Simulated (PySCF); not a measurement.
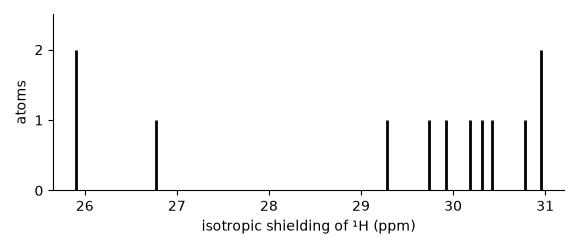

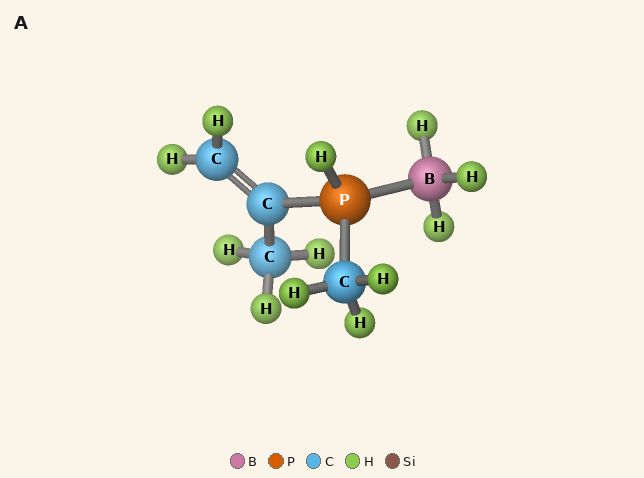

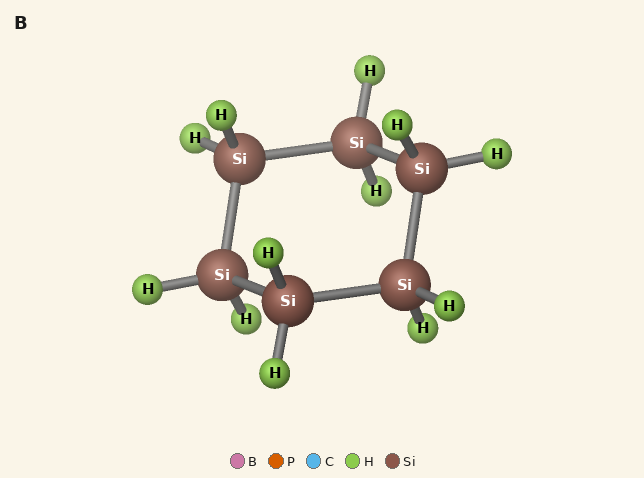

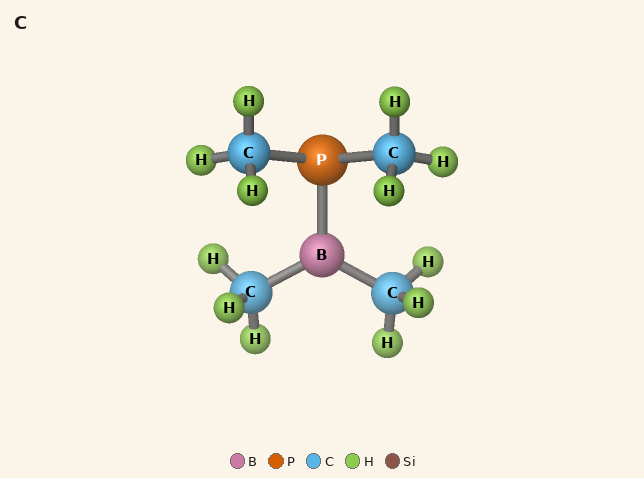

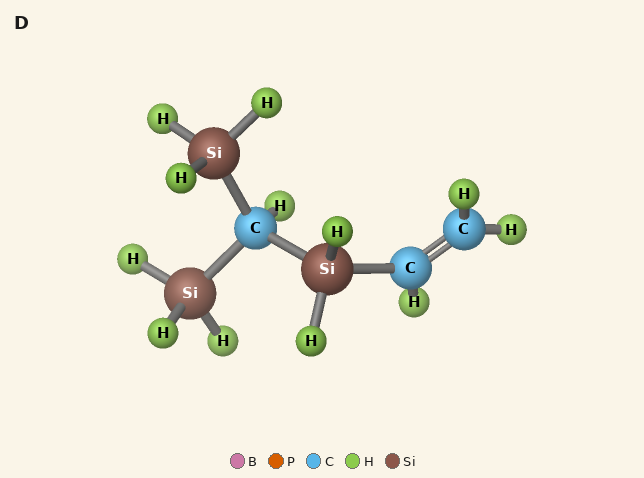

The sticks are computed shieldings of one of the molecules, for one fixed geometry (GFN2-xTB) without averaging over rotations. Low shielding means a high chemical shift. Method: GIAO PBE0/pcSseg-1 NMR shielding, non-relativistic, gas phase (PySCF 2.14.0).

**Which molecule gives this pattern?**

A, `[BH3-][P@H+](C)C(=C)C`. Its 12 H atoms give lines at 25.91 (2 atoms), 26.77, 29.28, 29.74, 29.92, 30.19, 30.31, 30.43, 30.78, 30.95 (2 atoms) ppm.

The geometry is semi-empirical. Around B, P such bond lengths and angles can be off by a tenth of an ångström or more and by several degrees, and values that hang on the shape move with them.
